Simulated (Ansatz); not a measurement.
# BH3O2···H2: what the fields show

The calculation's input:

```
crystal:
  periodic: [false, false, false]
  atoms:
    - { symbol: B, position_ang: [0.0396, -0.292064, 0.113156] }
    - { symbol: O, position_ang: [0.026206, -0.470346, 1.490304] }
    - { symbol: H, position_ang: [-0.864419, -0.60726, 1.847348] }
    - { symbol: H, position_ang: [1.098696, -0.110776, -0.402895] }
    - { symbol: O, position_ang: [-1.056572, -0.362784, -0.699725] }
    - { symbol: H, position_ang: [-1.891986, -0.495367, -0.226978] }
    - { symbol: H, position_ang: [-0.344954, 2.035519, 0.559675] }
    - { symbol: H, position_ang: [-0.175572, 1.717677, 1.168215] }
basis:
  gaussian: { orbitals: "6-31G*" }
hamiltonian:
  xc: r2scan
  dispersion: d4
relax:
  f_tol: 0.03
  max_steps: 50
output:
  orbitals: {}
```

Launched as:

```sh
ansatz run input.yaml --threads 1 --pin off --max-ram 2048MiB --backend cpu --events-out ev --progress --plain --runs-dir out
```

The fields are those of the run's last geometry, not of the input's.

Method: RKS r2SCAN-D4/6-31G* (Ansatz 0.2.0).

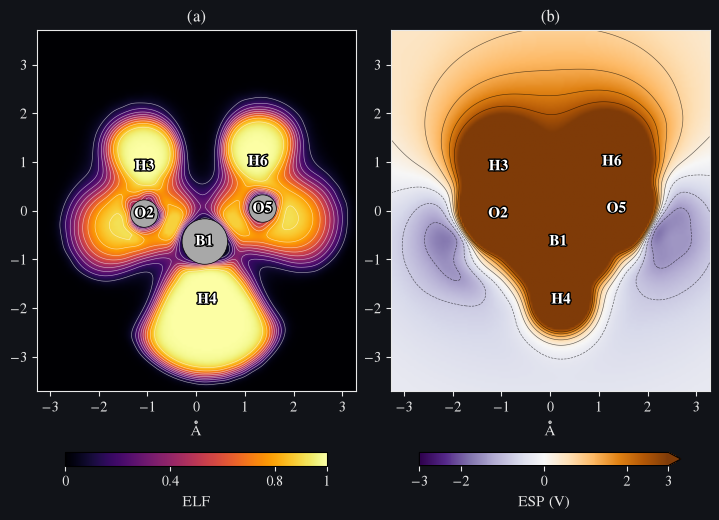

Figure 1. (a) electron localisation function; (b) molecular electrostatic potential on the plane of atoms B1, O2 and H3. Grey discs cover the atomic cores in the ELF map.

Q: Interpret the plot.

A:
- The plane passes through B, O and H nuclei.
- B–O (1.37 Å): the ELF peaks at about 0.90 between the atoms; a short, strongly polar bond.
- O–H (0.97 Å): the ELF climbs to about 1 towards the hydrogen, as it does in any bond to H; a covalent bond by its length.
- B–H (1.19 Å): the ELF climbs to about 1 towards the hydrogen (an ordinary covalent bond to hydrogen).
- The ELF also peaks beside O2 and O5, away from the bonds: lone-pair regions.
- Outside the dense part of the complex the potential is most negative (−1.7 V) near O2.

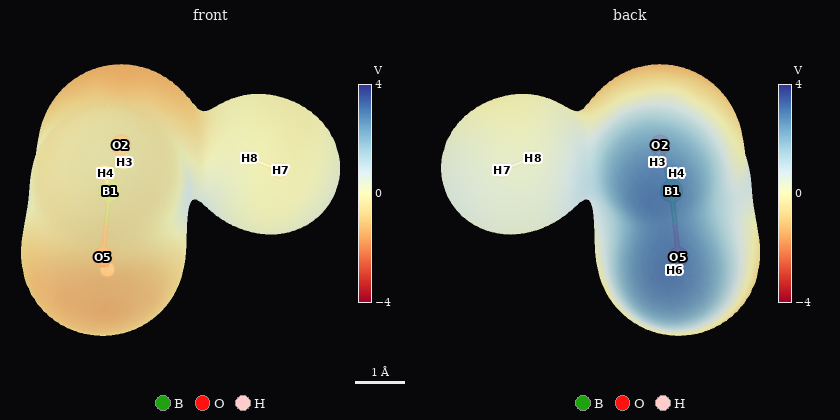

Figure 2. The electrostatic potential painted on the density surface at 0.002 e/bohr³, seen from the front and from behind; the colour scale runs from red (negative) to blue (positive).

Q: Where is the surface potential most negative and most positive?

A: The most negative region (about −1.4 V) lies over O2 and O5, the most positive (about +3.2 V) over H3 and H6.

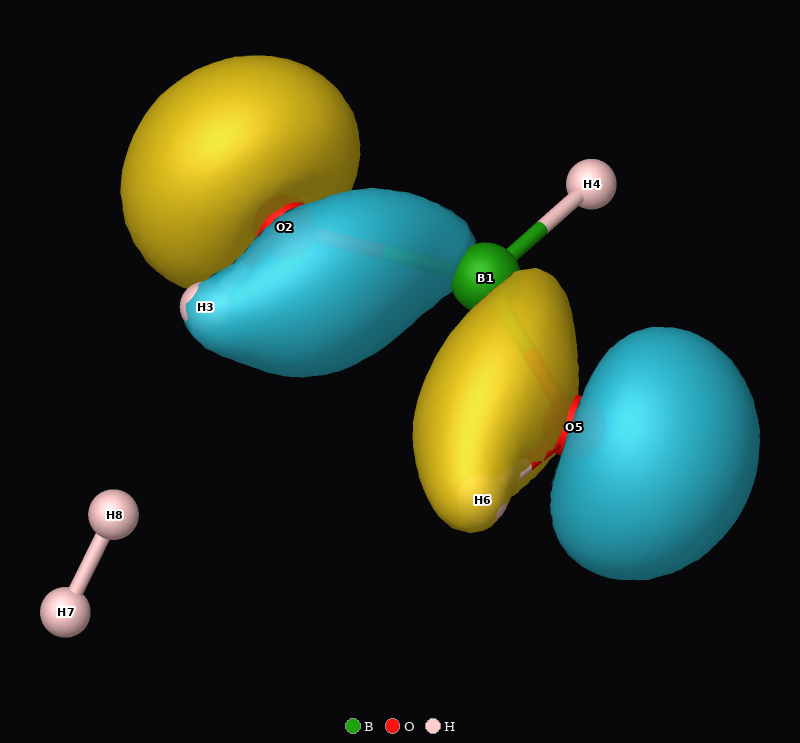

Figure 3. The HOMO−1 at ±0.15 Å⁻³ᐟ² (yellow and cyan are the two phases), seen at an oblique angle.

Q: What is the character of this orbital?

A: Its weight (Hirshfeld) is mainly on O5 (about 45 %), O2 (about 45 %) and B1 (about 5 %); largely a combination of lone pairs on O5 and O2. Its energy is −8.43 eV.
